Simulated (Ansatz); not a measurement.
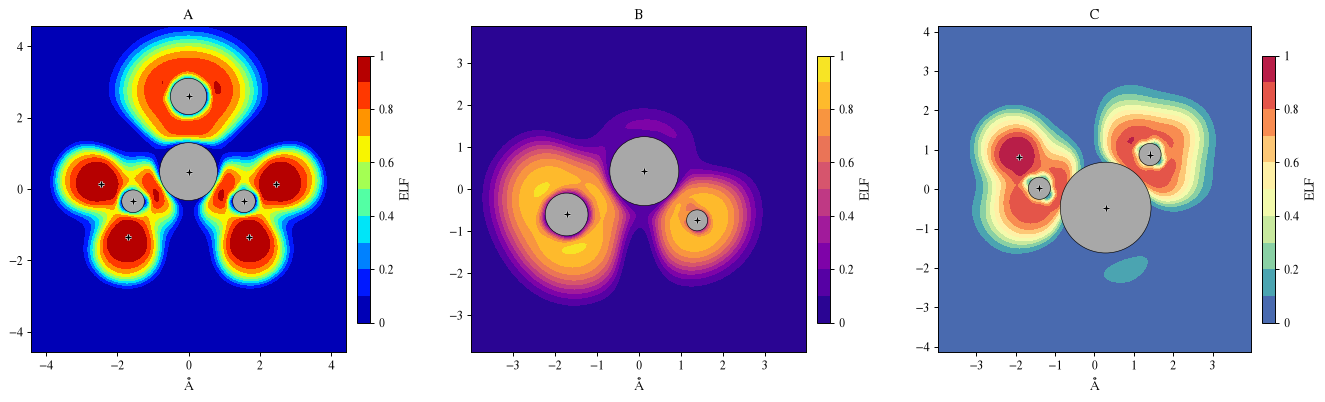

The electron localisation function of 3 systems, each on a plane through atoms (crosses mark nuclei in the plane; grey discs cover the cores).

Level of theory: Ansatz 0.2.0, isolated molecule in a Gaussian basis; Kohn-Sham density functional theory, functional PBE0.

System 1: Cl3FGe (SMILES [F][Ge]([Cl])([Cl])[Cl]), the plane of atoms Cl1, Ge5 and F4. Geometry: PBE0-D4/def2-SVP.

```yaml
atoms:
  - { symbol: Cl, position_ang: [1.4806, -1.4401, 0.4649] }
  - { symbol: Cl, position_ang: [-1.2877, -0.6883, -1.5185] }
  - { symbol: Cl, position_ang: [0.8431, 1.8616, -0.4597] }
  - { symbol: F, position_ang: [-0.9700, 0.2021, 1.4418] }
  - { symbol: Ge, position_ang: [-0.0160, -0.0090, 0.0301] }
```

System 2: H4O2S2Ti, the plane of atoms O1, Ti5 and O2. Geometry: PBE0-D4/def2-SVP.

```xyz
9

O     0.1567    0.6579   -1.4202
O     1.8975   -0.5929    0.5883
S    -1.1233   -1.9689    0.0895
S    -0.4320    1.3186    1.7726
Ti    0.2656   -0.1366    0.1436
H     0.0025    1.5342   -1.7843
H     2.7870   -0.5693    0.2230
H    -1.7472   -1.4672   -1.0019
H    -1.7183    1.1781    1.3725
```

System 3: AlClH4N2 (SMILES [NH2][Al]([NH2])[Cl]), the molecular plane. Geometry: PBE0-D4/def2-SVP.

```json
{"atom": "Al", "x (Å)": "-0.8655", "y (Å)": "0.0613", "z (Å)": "-0.4484"}
{"atom": "Cl", "x (Å)": "0.3363", "y (Å)": "1.7925", "z (Å)": "-0.3948"}
{"atom": "N", "x (Å)": "-1.5584", "y (Å)": "-0.4219", "z (Å)": "-1.9965"}
{"atom": "N", "x (Å)": "-1.1202", "y (Å)": "-0.8206", "z (Å)": "1.0573"}
{"atom": "H", "x (Å)": "-2.1499", "y (Å)": "-1.2273", "z (Å)": "-2.1605"}
{"atom": "H", "x (Å)": "-1.4118", "y (Å)": "0.0851", "z (Å)": "-2.8611"}
{"atom": "H", "x (Å)": "-0.7219", "y (Å)": "-0.5426", "z (Å)": "1.9463"}
{"atom": "H", "x (Å)": "-1.6721", "y (Å)": "-1.6622", "z (Å)": "1.1703"}
```

> Which map belongs to which system?

Panel A is system 3, AlClH4N2: the plane holds Al, Cl, N and H. Al–N (1.76 Å): the ELF peaks at about 0.90 in the valence shell of N, 0.7 Å from its nucleus, and is about 0.65 at the midpoint. Panel B is system 1, Cl3FGe: the plane holds Cl, F and Ge. Ge–F (1.72 Å): the ELF peaks at about 0.80 in the valence shell of F, 0.6 Å from its nucleus, and is about 0.25 at the midpoint. Panel C is system 2, H4O2S2Ti: the plane holds O, Ti and H. Ti–O (1.75 Å): the ELF peaks at about 0.85 in the valence shell of O, 0.5 Å from its nucleus, and drops to about 0.25 between the two atoms.
